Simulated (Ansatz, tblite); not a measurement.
# The cluster Ge3F5: isomers from a random search

Which shape does the cluster Ge3F5 prefer? Candidates from a tight-binding search are relaxed and compared.

The runs use Ansatz 0.2.0, Gaussian basis; relaxed with r2SCAN-D4/def2-SVP, doublet.

2 further runs of the same task are left out: 2 set aside as unsound or not needed.

## Step 1: Starting geometry

8 atoms, charge 0, spin multiplicity 2.

Atoms are counted from 1 here; the program's logs count them from 0.

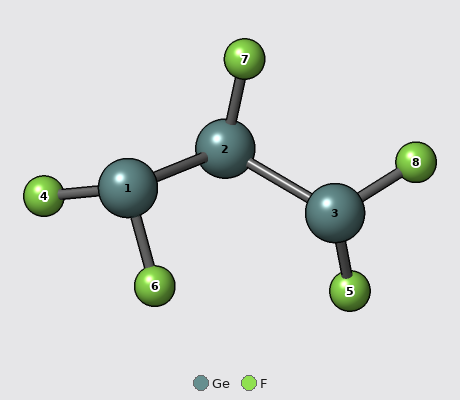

As it starts; germanium teal, fluorine green; atoms are numbered from 1 in the order of the file.

Geometry (Å):

```tsv
atom	x (Å)	y (Å)	z (Å)
Ge1	0.82141	1.34375	1.41923
Ge2	-0.53210	0.74777	-0.47597
Ge3	0.20291	-1.47337	-0.95251
F4	-0.21154	2.35661	2.43920
F5	-1.04342	-2.54300	-0.33045
F6	0.41037	-0.19251	2.25486
F7	0.47883	1.56391	-1.70524
F8	-0.12645	-1.80317	-2.64912
```

A search from random starts with GFN1-xTB found 15 distinct shapes; 2 go on here. The structure above is candidate A, which lies 0.00 eV above the lowest at that level; B lies 0.28 eV above the lowest at that level.

## Step 2: Relaxing candidate A

in.yaml reads:

```yaml
crystal:
  periodic: [false, false, false]
  atoms:
    - {symbol: Ge, position_ang: [0.821410, 1.343750, 1.419230]}
    - {symbol: Ge, position_ang: [-0.532100, 0.747770, -0.475970]}
    - {symbol: Ge, position_ang: [0.202910, -1.473370, -0.952510]}
    - {symbol: F, position_ang: [-0.211540, 2.356610, 2.439200]}
    - {symbol: F, position_ang: [-1.043420, -2.543000, -0.330450]}
    - {symbol: F, position_ang: [0.410370, -0.192510, 2.254860]}
    - {symbol: F, position_ang: [0.478830, 1.563910, -1.705240]}
    - {symbol: F, position_ang: [-0.126450, -1.803170, -2.649120]}
basis:
  gaussian: {orbitals: def2-SVP}
magnetization: {spin_polarized: true, initial_magnetization: 1}
hamiltonian: {xc: r2scan, dispersion: d4}
scf: {lower_state_search: "off"}
output: {orbitals: {seedname: orbitals}}
relax: {f_tol: 0.03, max_steps: 70}
```

Run with:

```
$ ansatz run in.yaml --threads 4 --pin off --events-out ev --progress --plain --max-ram 6963MiB
```

The program printed:

```text
Functional definition: r2SCAN
  name "r2SCAN"
  cite "Furness, Kaplan, Ning, Perdew & Sun, J. Phys. Chem. Lett. 11, 8208 (2020) doi:10.1021/acs.jpclett.0c02405"
  cite "Furness, Kaplan, Ning, Perdew & Sun, J. Phys. Chem. Lett. 11, 9248 (2020) doi:10.1021/acs.jpclett.0c03077"
  parent r2scan
  parameter k0 = 0.174
  parameter k1 = 0.065
  parameter a1 = 4.9479
  exchange = r2scan_x(k0 = k0, k1 = k1, a1 = a1)
  correlation = r2scan_c
these checks for a lower state are left out or cut short: stability, starts, cluster_reference, orbital_swaps, neighbouring_geometries, increment
1793 factors; their error is unknown
mean field evaluation 1: about -183095.8920 eV, gradient 5.3e1 eV
mean field evaluation 2: about -183012.8514 eV, gradient 1.6e2 eV
mean field evaluation 4: about -183103.6889 eV, gradient 1.5e1 eV
mean field evaluation 8: about -183104.9819 eV, gradient 4.7e-1 eV
mean field evaluation 16: about -183104.8538 eV, gradient 1.1e-2 eV
mean field -183104.85379082 eV, -6728.9792638850 hartree, gradient 9.5e-6 eV, S^2 0.787061; 0 other end points of the search recorded, 0 dependent functions left out
the calculation of the forces begins
reference -183104.85380383 eV, -6728.9792643633 hartree; 71, 70 occupied and 95, 96 virtual orbitals, 1793 factors
relax step   1: F+E_penalty+E_count = -183104.91827888 eV  Δ(F+E_penalty+E_count) = +0.000e0 eV  max|allowed force component| = 2.075e0 eV/Å  Δτ_max = 0.0000 Å  (25 SCF iters, accepted)
these checks for a lower state are left out or cut short: stability, starts, cluster_reference, orbital_swaps, neighbouring_geometries, increment
1793 factors; their error is unknown
mean field evaluation 32: about -183105.3305 eV, gradient 3.6e-2 eV
mean field -183105.20156650 eV, -6728.9920444055 hartree, gradient 2.0e-6 eV, S^2 0.781283; 0 other end points of the search recorded, 0 dependent functions left out
the calculation of the forces begins
reference -183105.20157971 eV, -6728.9920448909 hartree; 71, 70 occupied and 95, 96 virtual orbitals, 1793 factors
relax step   2: F+E_penalty+E_count = -183105.26470943 eV  Δ(F+E_penalty+E_count) = -3.464e-1 eV  max|allowed force component| = 8.984e-1 eV/Å  Δτ_max = 0.1995 Å  (31 SCF iters, accepted)
these checks for a lower state are left out or cut short: stability, starts, cluster_reference, orbital_swaps, neighbouring_geometries, increment
1793 factors; their error is unknown
mean field -183105.23596564 eV, -6728.9933085506 hartree, gradient 2.7e-6 eV, S^2 0.775774; 0 other end points of the search recorded, 0 dependent functions left out
the calculation of the forces begins
reference -183105.23597888 eV, -6728.9933090372 hartree; 71, 70 occupied and 95, 96 virtual orbitals, 1793 factors
relax step   3: F+E_penalty+E_count = -183105.29988275 eV  Δ(F+E_penalty+E_count) = -3.517e-2 eV  max|allowed force component| = 7.471e-1 eV/Å  Δτ_max = 0.1365 Å  (31 SCF iters, accepted)
[... from here on, the SCF cycles and remarks between the steps are left out ...]
relax step   4: F+E_penalty+E_count = -183105.31736609 eV  Δ(F+E_penalty+E_count) = -1.748e-2 eV  max|allowed force component| = 7.160e-1 eV/Å  Δτ_max = 0.0969 Å  (25 SCF iters, accepted)
relax step   5: F+E_penalty+E_count = -183105.34323869 eV  Δ(F+E_penalty+E_count) = -2.587e-2 eV  max|allowed force component| = 6.295e-1 eV/Å  Δτ_max = 0.1999 Å  (29 SCF iters, accepted)
relax step   6: F+E_penalty+E_count = -183105.35927702 eV  Δ(F+E_penalty+E_count) = -1.604e-2 eV  max|allowed force component| = 4.933e-1 eV/Å  Δτ_max = 0.0575 Å  (25 SCF iters, accepted)
relax step   7: F+E_penalty+E_count = -183105.37650467 eV  Δ(F+E_penalty+E_count) = -1.723e-2 eV  max|allowed force component| = 2.999e-1 eV/Å  Δτ_max = 0.0922 Å  (26 SCF iters, accepted)
relax step   8: F+E_penalty+E_count = -183105.38969755 eV  Δ(F+E_penalty+E_count) = -1.319e-2 eV  max|allowed force component| = 3.059e-1 eV/Å  Δτ_max = 0.1606 Å  (30 SCF iters, accepted)
relax step   9: F+E_penalty+E_count = -183105.39522476 eV  Δ(F+E_penalty+E_count) = -5.527e-3 eV  max|allowed force component| = 1.284e-1 eV/Å  Δτ_max = 0.0323 Å  (26 SCF iters, accepted)
relax step  10: F+E_penalty+E_count = -183105.40524961 eV  Δ(F+E_penalty+E_count) = -1.002e-2 eV  max|allowed force component| = 1.706e-1 eV/Å  Δτ_max = 0.1237 Å  (29 SCF iters, accepted)
relax step  11: F+E_penalty+E_count = -183105.41948586 eV  Δ(F+E_penalty+E_count) = -1.424e-2 eV  max|allowed force component| = 7.579e-1 eV/Å  Δτ_max = 0.1954 Å  (29 SCF iters, accepted)
relax step  12: F+E_penalty+E_count = -183105.47212105 eV  Δ(F+E_penalty+E_count) = -5.264e-2 eV  max|allowed force component| = 8.949e-1 eV/Å  Δτ_max = 0.1994 Å  (29 SCF iters, accepted)
relax step  13: F+E_penalty+E_count = -183105.58864825 eV  Δ(F+E_penalty+E_count) = -1.165e-1 eV  max|allowed force component| = 7.300e-1 eV/Å  Δτ_max = 0.1930 Å  (29 SCF iters, accepted)
relax step  14: F+E_penalty+E_count = -183105.75874689 eV  Δ(F+E_penalty+E_count) = -1.701e-1 eV  max|allowed force component| = 6.769e-1 eV/Å  Δτ_max = 0.1985 Å  (28 SCF iters, accepted)
relax step  15: F+E_penalty+E_count = -183105.94046904 eV  Δ(F+E_penalty+E_count) = -1.817e-1 eV  max|allowed force component| = 6.518e-1 eV/Å  Δτ_max = 0.1949 Å  (27 SCF iters, accepted)
relax step  16: F+E_penalty+E_count = -183106.13714774 eV  Δ(F+E_penalty+E_count) = -1.967e-1 eV  max|allowed force component| = 4.673e-1 eV/Å  Δτ_max = 0.1985 Å  (27 SCF iters, accepted)
relax step  17: F+E_penalty+E_count = -183106.14176868 eV  Δ(F+E_penalty+E_count) = -4.621e-3 eV  max|allowed force component| = 3.899e-1 eV/Å  Δτ_max = 0.1950 Å  (28 SCF iters, accepted)
relax step  18: F+E_penalty+E_count = -183106.12843900 eV  Δ(F+E_penalty+E_count) = +1.333e-2 eV  max|allowed force component| = 6.036e-1 eV/Å  Δτ_max = 0.1940 Å  (28 SCF iters, rejected (line search))
relax step  19: F+E_penalty+E_count = -183106.17264859 eV  Δ(F+E_penalty+E_count) = -3.088e-2 eV  max|allowed force component| = 1.737e-1 eV/Å  Δτ_max = 0.0924 Å  (22 SCF iters, accepted)
relax step  20: F+E_penalty+E_count = -183106.17752281 eV  Δ(F+E_penalty+E_count) = -4.874e-3 eV  max|allowed force component| = 1.097e-1 eV/Å  Δτ_max = 0.1000 Å  (22 SCF iters, accepted)
relax step  21: F+E_penalty+E_count = -183106.17878895 eV  Δ(F+E_penalty+E_count) = -1.266e-3 eV  max|allowed force component| = 9.447e-2 eV/Å  Δτ_max = 0.0232 Å  (22 SCF iters, accepted)
relax step  22: F+E_penalty+E_count = -183106.18610138 eV  Δ(F+E_penalty+E_count) = -7.312e-3 eV  max|allowed force component| = 2.871e-2 eV/Å  Δτ_max = 0.1105 Å  (22 SCF iters, accepted)
relax step  23: F+E_penalty+E_count = -183106.18762732 eV  Δ(F+E_penalty+E_count) = -1.526e-3 eV  max|allowed force component| = 3.840e-2 eV/Å  Δτ_max = 0.0379 Å  (22 SCF iters, accepted)
relax step  24: F+E_penalty+E_count = -183106.18253267 eV  Δ(F+E_penalty+E_count) = +5.095e-3 eV  max|allowed force component| = 3.197e-1 eV/Å  Δτ_max = 0.1954 Å  (27 SCF iters, rejected (line search))
relax step  25: F+E_penalty+E_count = -183106.19181516 eV  Δ(F+E_penalty+E_count) = -4.188e-3 eV  max|allowed force component| = 3.276e-2 eV/Å  Δτ_max = 0.0975 Å  (22 SCF iters, accepted)
relax step  26: F+E_penalty+E_count = -183106.19443355 eV  Δ(F+E_penalty+E_count) = -2.618e-3 eV  max|allowed force component| = 1.159e-1 eV/Å  Δτ_max = 0.0980 Å  (22 SCF iters, accepted)
relax step  27: F+E_penalty+E_count = -183106.19574876 eV  Δ(F+E_penalty+E_count) = -1.315e-3 eV  max|allowed force component| = 1.868e-1 eV/Å  Δτ_max = 0.1023 Å  (23 SCF iters, accepted)
relax step  28: F+E_penalty+E_count = -183106.19516688 eV  Δ(F+E_penalty+E_count) = +5.819e-4 eV  max|allowed force component| = 2.036e-1 eV/Å  Δτ_max = 0.1065 Å  (22 SCF iters, rejected (line search))
relax step  29: F+E_penalty+E_count = -183106.19839633 eV  Δ(F+E_penalty+E_count) = -2.648e-3 eV  max|allowed force component| = 9.758e-2 eV/Å  Δτ_max = 0.0519 Å  (23 SCF iters, accepted)
relax step  30: F+E_penalty+E_count = -183106.19847921 eV  Δ(F+E_penalty+E_count) = -8.289e-5 eV  max|allowed force component| = 7.320e-2 eV/Å  Δτ_max = 0.0146 Å  (23 SCF iters, accepted)
relax step  31: F+E_penalty+E_count = -183106.19877150 eV  Δ(F+E_penalty+E_count) = -2.923e-4 eV  max|allowed force component| = 6.170e-2 eV/Å  Δτ_max = 0.0800 Å  (23 SCF iters, accepted)
relax step  32: F+E_penalty+E_count = -183106.19742855 eV  Δ(F+E_penalty+E_count) = +1.343e-3 eV  max|allowed force component| = 1.465e-1 eV/Å  Δτ_max = 0.0357 Å  (22 SCF iters, rejected (line search))
relax step  33: F+E_penalty+E_count = -183106.20018967 eV  Δ(F+E_penalty+E_count) = -1.418e-3 eV  max|allowed force component| = 3.120e-2 eV/Å  Δτ_max = 0.0176 Å  (22 SCF iters, accepted)
these checks for a lower state are left out or cut short: stability, starts, cluster_reference, orbital_swaps, neighbouring_geometries, increment
1793 factors; their error is unknown
mean field -183106.13009149 eV, -6729.0261670697 hartree, gradient 1.6e-6 eV, S^2 0.761910; 0 other end points of the search recorded, 0 dependent functions left out
the calculation of the forces begins
reference -183106.13010426 eV, -6729.0261675390 hartree; 71, 70 occupied and 95, 96 virtual orbitals, 1793 factors
relax step  34: F+E_penalty+E_count = -183106.20060628 eV  Δ(F+E_penalty+E_count) = -4.166e-4 eV  max|allowed force component| = 7.906e-3 eV/Å  Δτ_max = 0.0188 Å  (23 SCF iters, accepted)
Total energy: -183106.20061905 eV, -6729.0287589097 hartree
Atom 0 at     0.908046     1.316287     1.374180 Å, force    -0.006728    -0.002404     0.002325 eV/Å
Atom 1 at    -0.696221     1.653414    -0.821981 Å, force    -0.001684     0.007906    -0.000406 eV/Å
Atom 2 at    -0.396735    -0.916803    -0.482158 Å, force    -0.005514    -0.004852     0.001501 eV/Å
Atom 3 at    -0.536029     0.926531     2.305896 Å, force     0.003478     0.000628    -0.004470 eV/Å
Atom 4 at    -1.321848    -2.038135     0.459672 Å, force     0.006527     0.003511     0.000351 eV/Å
Atom 5 at     1.018097    -0.595889     0.796534 Å, force     0.002007    -0.002633    -0.001479 eV/Å
Atom 6 at     0.519928     1.620835    -2.107839 Å, force     0.001984     0.000266     0.001080 eV/Å
Atom 7 at     0.504772    -1.966250    -1.524304 Å, force    -0.000071    -0.002422     0.001097 eV/Å
Dipole moment:    -0.002199     0.697170     0.113636 e Å
Checks for a lower state left out: stability, starts, cluster_reference, orbital_swaps, neighbouring_geometries, increment
```

Wall time 3.9 min (4 threads of Arm Neoverse V1, shared host).

Along the way: (not every step is listed) (the energy doesn't fall at every step)

```tsv
step	energy from step 1 (eV)	largest force component (eV/Å)
1	0.0000	2.0753
2	-0.3464	0.8984
3	-0.3816	0.7471
4	-0.3991	0.7160
5	-0.4250	0.6295
6	-0.4410	0.4933
7	-0.4582	0.2999
8	-0.4714	0.3059
9	-0.4769	0.1284
11	-0.5012	0.7579
13	-0.6704	0.7300
15	-1.0222	0.6518
17	-1.2235	0.3899
19	-1.2544	0.1737
21	-1.2605	0.0945
23	-1.2693	0.0384
25	-1.2735	0.0328
27	-1.2775	0.1868
29	-1.2801	0.0976
30	-1.2802	0.0732
31	-1.2805	0.0617
32	-1.2791	0.1465
33	-1.2819	0.0312
34	-1.2823	0.0079
```

The force was under the threshold of 0.03 eV/Å already at step 22, but the program went on to step 34.

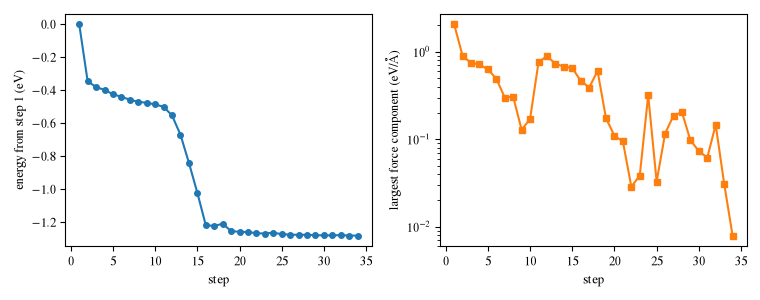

Energy and largest force along the relaxation.

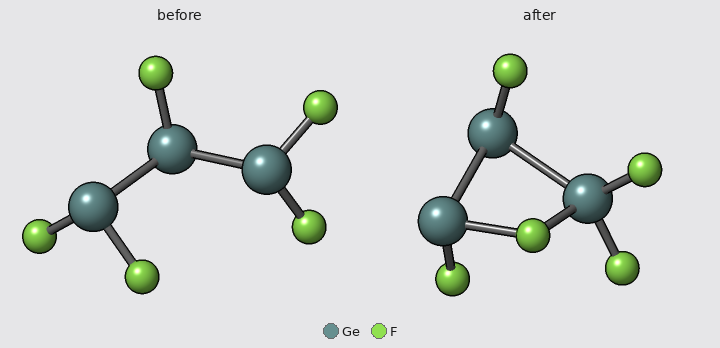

Before and after, at one scale.

Close pairs (by a distance rule), those that changed most:

```tsv
bond	before (Å)	after (Å)	change (Å)
Ge3–F6	3.460	1.934	-1.526
Ge1–Ge2	2.404	2.741	+0.337
Ge2–Ge3	2.388	2.610	+0.222
Ge1–F6	1.796	2.001	+0.204
Ge3–F8	1.759	1.732	-0.027
Ge3–F5	1.756	1.732	-0.024
Ge2–F7	1.789	1.770	-0.018
Ge1–F4	1.770	1.762	-0.008
```

## Step 3: Relaxing candidate B

in.yaml reads:

```yaml
crystal:
  periodic: [false, false, false]
  atoms:
    - {symbol: Ge, position_ang: [-1.689090, 0.131130, -0.652410]}
    - {symbol: Ge, position_ang: [0.831410, -1.399700, 1.037050]}
    - {symbol: Ge, position_ang: [0.668910, 0.674560, -0.243150]}
    - {symbol: F, position_ang: [-2.335150, 1.235710, 0.584290]}
    - {symbol: F, position_ang: [-1.195440, -1.241440, 0.837440]}
    - {symbol: F, position_ang: [0.856370, -2.353700, -0.482840]}
    - {symbol: F, position_ang: [1.734650, 0.778440, -1.640930]}
    - {symbol: F, position_ang: [1.128350, 2.175000, 0.560550]}
basis:
  gaussian: {orbitals: def2-SVP}
magnetization: {spin_polarized: true, initial_magnetization: 1}
hamiltonian: {xc: r2scan, dispersion: d4}
scf: {lower_state_search: "off"}
output: {orbitals: {seedname: orbitals}}
relax: {f_tol: 0.03, max_steps: 70}
```

Launched as before.

The program printed:

```text
Functional definition: r2SCAN
  name "r2SCAN"
  cite "Furness, Kaplan, Ning, Perdew & Sun, J. Phys. Chem. Lett. 11, 8208 (2020) doi:10.1021/acs.jpclett.0c02405"
  cite "Furness, Kaplan, Ning, Perdew & Sun, J. Phys. Chem. Lett. 11, 9248 (2020) doi:10.1021/acs.jpclett.0c03077"
  parent r2scan
  parameter k0 = 0.174
  parameter k1 = 0.065
  parameter a1 = 4.9479
  exchange = r2scan_x(k0 = k0, k1 = k1, a1 = a1)
  correlation = r2scan_c
these checks for a lower state are left out or cut short: stability, starts, cluster_reference, orbital_swaps, neighbouring_geometries, increment
1793 factors; their error is unknown
mean field evaluation 1: about -183097.6682 eV, gradient 5.2e1 eV
mean field evaluation 2: about -183033.3882 eV, gradient 1.4e2 eV
mean field evaluation 4: about -183105.5090 eV, gradient 1.1e1 eV
mean field evaluation 8: about -183105.9387 eV, gradient 9.3e-2 eV
mean field evaluation 16: about -183105.8124 eV, gradient 1.2e-3 eV
mean field -183105.81237714 eV, -6729.0144912825 hartree, gradient 7.1e-6 eV, S^2 0.760450; 0 other end points of the search recorded, 0 dependent functions left out
the calculation of the forces begins
reference -183105.81238969 eV, -6729.0144917437 hartree; 71, 70 occupied and 95, 96 virtual orbitals, 1793 factors
relax step   1: F+E_penalty+E_count = -183105.88137821 eV  Δ(F+E_penalty+E_count) = +0.000e0 eV  max|allowed force component| = 1.875e0 eV/Å  Δτ_max = 0.0000 Å  (22 SCF iters, accepted)
these checks for a lower state are left out or cut short: stability, starts, cluster_reference, orbital_swaps, neighbouring_geometries, increment
1793 factors; their error is unknown
mean field evaluation 32: about -183106.0457 eV, gradient 1.6e-6 eV
mean field -183106.04572313 eV, -6729.0230665896 hartree, gradient 1.7e-6 eV, S^2 0.761430; 0 other end points of the search recorded, 0 dependent functions left out
the calculation of the forces begins
reference -183106.04573587 eV, -6729.0230670577 hartree; 71, 70 occupied and 95, 96 virtual orbitals, 1793 factors
relax step   2: F+E_penalty+E_count = -183106.11679575 eV  Δ(F+E_penalty+E_count) = -2.354e-1 eV  max|allowed force component| = 8.341e-1 eV/Å  Δτ_max = 0.1941 Å  (28 SCF iters, accepted)
these checks for a lower state are left out or cut short: stability, starts, cluster_reference, orbital_swaps, neighbouring_geometries, increment
1793 factors; their error is unknown
mean field -183106.09001634 eV, -6729.0246943350 hartree, gradient 1.4e-6 eV, S^2 0.761371; 0 other end points of the search recorded, 0 dependent functions left out
the calculation of the forces begins
reference -183106.09002910 eV, -6729.0246948040 hartree; 71, 70 occupied and 95, 96 virtual orbitals, 1793 factors
relax step   3: F+E_penalty+E_count = -183106.16091013 eV  Δ(F+E_penalty+E_count) = -4.411e-2 eV  max|allowed force component| = 8.663e-1 eV/Å  Δτ_max = 0.1921 Å  (29 SCF iters, accepted)
these checks for a lower state are left out or cut short: stability, starts, cluster_reference, orbital_swaps, neighbouring_geometries, increment
1793 factors; their error is unknown
mean field -183106.11071767 eV, -6729.0254550946 hartree, gradient 2.1e-6 eV, S^2 0.761384; 0 other end points of the search recorded, 0 dependent functions left out
the calculation of the forces begins
reference -183106.11073043 eV, -6729.0254555637 hartree; 71, 70 occupied and 95, 96 virtual orbitals, 1793 factors
relax step   4: F+E_penalty+E_count = -183106.18169009 eV  Δ(F+E_penalty+E_count) = -2.078e-2 eV  max|allowed force component| = 7.635e-1 eV/Å  Δτ_max = 0.0559 Å  (22 SCF iters, accepted)
these checks for a lower state are left out or cut short: stability, starts, cluster_reference, orbital_swaps, neighbouring_geometries, increment
1793 factors; their error is unknown
mean field -183106.14472980 eV, -6729.0267050174 hartree, gradient 3.5e-6 eV, S^2 0.761640; 0 other end points of the search recorded, 0 dependent functions left out
the calculation of the forces begins
reference -183106.14474272 eV, -6729.0267054922 hartree; 71, 70 occupied and 95, 96 virtual orbitals, 1793 factors
relax step   5: F+E_penalty+E_count = -183106.21566973 eV  Δ(F+E_penalty+E_count) = -3.398e-2 eV  max|allowed force component| = 2.031e-1 eV/Å  Δτ_max = 0.1144 Å  (23 SCF iters, accepted)
these checks for a lower state are left out or cut short: stability, starts, cluster_reference, orbital_swaps, neighbouring_geometries, increment
1793 factors; their error is unknown
mean field -183106.14705370 eV, -6729.0267904192 hartree, gradient 2.8e-6 eV, S^2 0.761532; 0 other end points of the search recorded, 0 dependent functions left out
the calculation of the forces begins
reference -183106.14706663 eV, -6729.0267908946 hartree; 71, 70 occupied and 95, 96 virtual orbitals, 1793 factors
relax step   6: F+E_penalty+E_count = -183106.21800840 eV  Δ(F+E_penalty+E_count) = -2.339e-3 eV  max|allowed force component| = 1.814e-1 eV/Å  Δτ_max = 0.0535 Å  (22 SCF iters, accepted)
these checks for a lower state are left out or cut short: stability, starts, cluster_reference, orbital_swaps, neighbouring_geometries, increment
1793 factors; their error is unknown
mean field evaluation 64: about -183106.2800 eV, gradient 3.1e-2 eV
mean field -183106.15092199 eV, -6729.0269325764 hartree, gradient 1.4e-6 eV, S^2 0.761508; 0 other end points of the search recorded, 0 dependent functions left out
the calculation of the forces begins
reference -183106.15093488 eV, -6729.0269330502 hartree; 71, 70 occupied and 95, 96 virtual orbitals, 1793 factors
relax step   7: F+E_penalty+E_count = -183106.22180032 eV  Δ(F+E_penalty+E_count) = -3.792e-3 eV  max|allowed force component| = 1.890e-2 eV/Å  Δτ_max = 0.0367 Å  (22 SCF iters, accepted)
Total energy: -183106.22181322 eV, -6729.0295377809 hartree
Atom 0 at    -1.755699     0.007752    -0.588949 Å, force    -0.001170    -0.012868    -0.010489 eV/Å
Atom 1 at     0.760635    -1.547915     1.070519 Å, force    -0.004418    -0.012335     0.018904 eV/Å
Atom 2 at     0.790425     0.743411    -0.254576 Å, force    -0.004857     0.016374     0.000298 eV/Å
Atom 3 at    -2.351905     1.176907     0.576128 Å, force     0.001131     0.014891     0.008723 eV/Å
Atom 4 at    -1.168852    -1.202735     0.881935 Å, force     0.012359     0.008275    -0.004373 eV/Å
Atom 5 at     0.736793    -2.262849    -0.549947 Å, force     0.005044    -0.005519    -0.012847 eV/Å
Atom 6 at     1.874045     0.796370    -1.615839 Å, force     0.000348    -0.010968    -0.008641 eV/Å
Atom 7 at     1.114568     2.289059     0.480729 Å, force    -0.008438     0.002151     0.008423 eV/Å
Dipole moment:    -0.156811    -0.411770     0.148549 e Å
Checks for a lower state left out: stability, starts, cluster_reference, orbital_swaps, neighbouring_geometries, increment
```

Run time: 50 s. Hardware: 4 threads of Arm Neoverse V1, shared host.

The steps of the relaxation:

```tsv
step	energy from step 1 (eV)	largest force component (eV/Å)
1	0.0000	1.8755
2	-0.2354	0.8341
3	-0.2795	0.8663
4	-0.3003	0.7635
5	-0.3343	0.2031
6	-0.3366	0.1814
7	-0.3404	0.0189
```

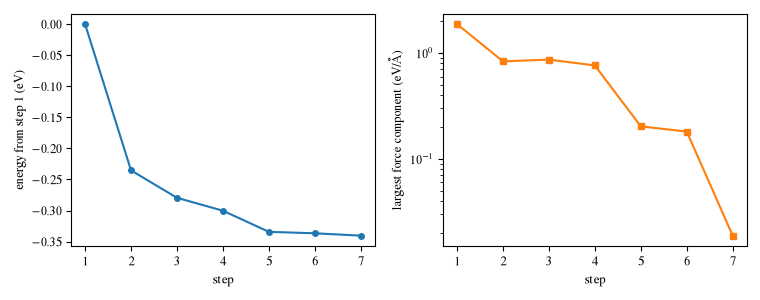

Energy and largest force along the relaxation.

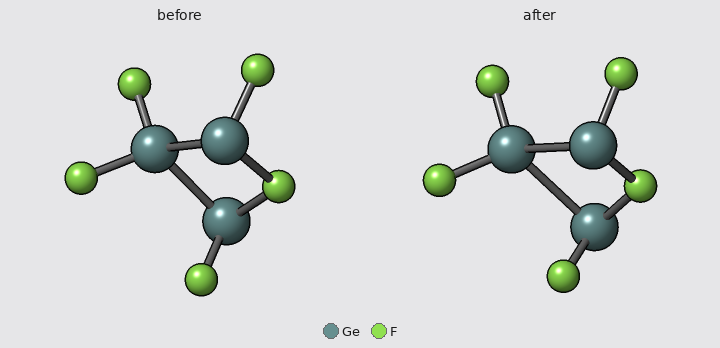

The geometry before (left) and after (right).

Close pairs (by a distance rule), those that changed most:

```tsv
bond	before (Å)	after (Å)	change (Å)
Ge1–Ge3	2.454	2.671	+0.217
Ge2–Ge3	2.443	2.647	+0.204
Ge1–F5	2.085	1.993	-0.092
Ge2–F5	2.043	1.969	-0.074
Ge1–F4	1.780	1.755	-0.025
Ge2–F6	1.795	1.771	-0.023
Ge3–F8	1.763	1.742	-0.021
Ge3–F7	1.761	1.741	-0.020
```

## Step 4: The relaxed candidates

```tsv
candidate	point group	bonds (count, mean Å)	energy above the lowest (eV)
A	C1	F–Ge 6, 1.82; Ge–Ge 2, 2.68	0.021
B	C1	F–Ge 6, 1.83; Ge–Ge 2, 2.66	0.000
```

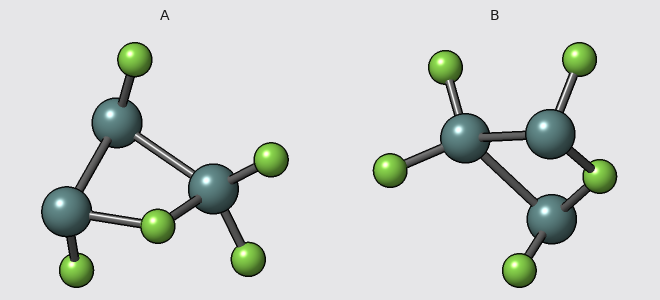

The candidates after relaxation.

## Step 5: Candidate A, GFN1-xTB

Tight binding, by tblite at 300 K electronic temperature and without a spin-polarisation term:

```python
tblite.interface.Calculator('GFN1-xTB', numbers, positions, charge=0, uhf=1).singlepoint()
```

Energy -838.7770 eV; 0.008 s.

## Step 6: Candidate A, GFN2-xTB

Tight binding, by tblite at 300 K electronic temperature and without a spin-polarisation term:

```python
tblite.interface.Calculator('GFN2-xTB', numbers, positions, charge=0, uhf=1).singlepoint()
```

Energy -810.5085 eV; 0.007 s.

[end of part 1 of 2]
